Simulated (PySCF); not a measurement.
Vertical excitations of a molecule C₃H₈BFO from TDA-PBE/def2-SVPD (PySCF 2.14.0), as energy in eV (oscillator strength): 4.96 (0.006), 5.63 (0.001), 6.17 (0.004), 6.29 (0.016), 6.77 (0.029), 6.93 (0.005), 7.14 (0.016), 7.37 (0.040), 7.42 (0.007), 7.44 (0.004). Lowest triplet (TDA): 4.61 eV. Geometry: r2SCAN-D4/def2-SVP. The values are those of a single conformer.

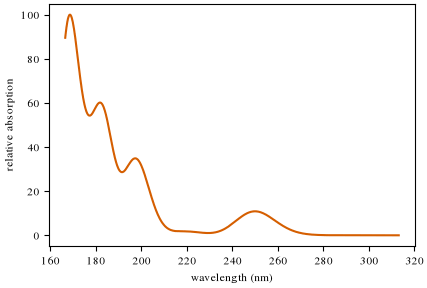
Figure. The lines broadened by 0.4 eV.

Question: Identify the compound among the candidates.
A) COB(C)CF
B) CCB(O)CF
C) CC(C)B(O)F
D) CCB(F)CO

Answer: D, CCB(F)CO
